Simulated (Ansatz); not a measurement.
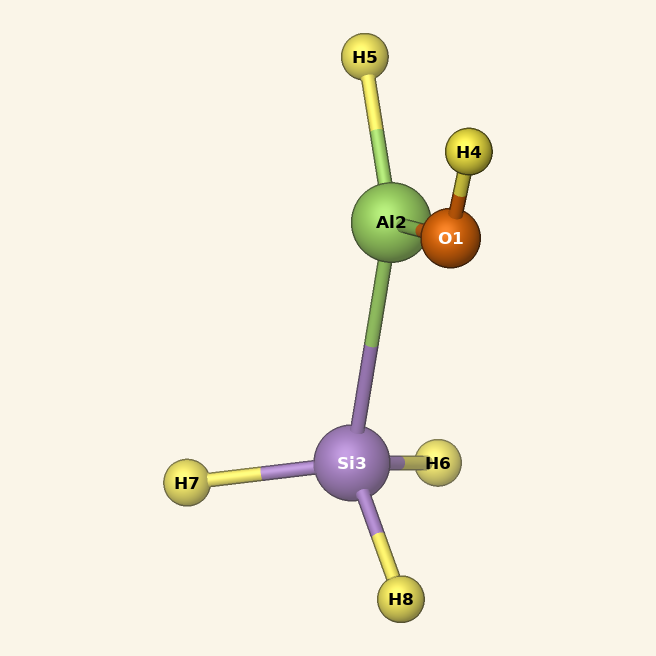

Al2 lies behind O1. The molecule seen a little off the O1–Al2 bond, O1 in front. Atoms fade into the background with distance from the viewer. Computed geometry: PBE0-D4/def2-TZVP optimisation.

What is the torsion angle H4–O1–Al2–Si3? The sign is positive where the front bond must turn clockwise to cover the back bond.

Answer. 180°, antiperiplanar (anti).
